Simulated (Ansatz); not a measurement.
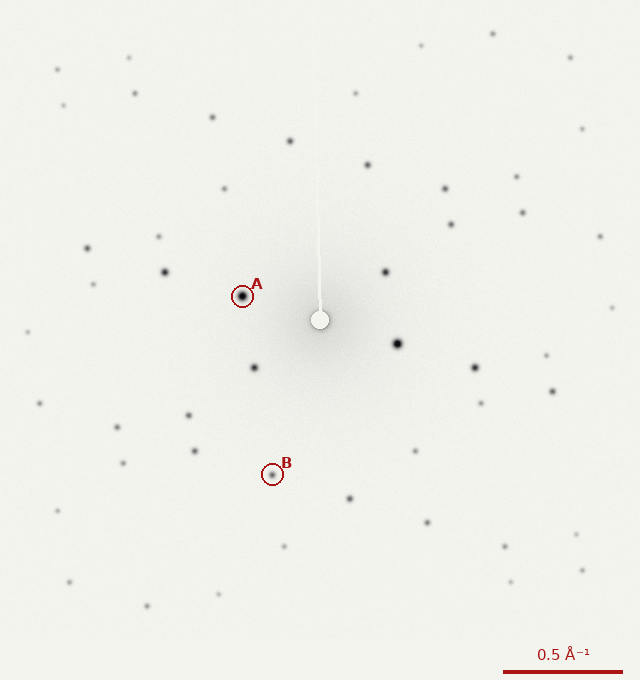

Computed electron diffraction pattern, 120 kV, single scattering only, B = 0.5 Å². Two individuals of a reflection twin are superposed (a geometric construction: whether this twin forms is not tested; the second individual is smaller and so fainter). Crystal: PbC2, space group I4/mmm (No. 139), a = 4.13 Å, c = 6.75 Å, zone axis [221]. Structure: the end point of a relaxation with DFT PBE, scalar-relativistic, plane waves, PAW (Ansatz 0.2.0); the starting structure was generated, so it need not be a known form of this composition.

In the first individual spot A is -1 1 0 and spot B is -1 -1 4.

**On which plane is the crystal twinned?**

(01-2). The spot positions of the combined pattern are mirror-symmetric about the row through 0 2 -4 (d = 1.307 Å), which both individuals share, while a single individual has only symmetry 2mm without that mirror line. Friedel's law adds the mirror line at right angles, so a twin on (5-3-4) would give the same picture; the more widely spaced plane was used.

**Which other reflections coincide?**

Within the frame only the reflections of the common row coincide.
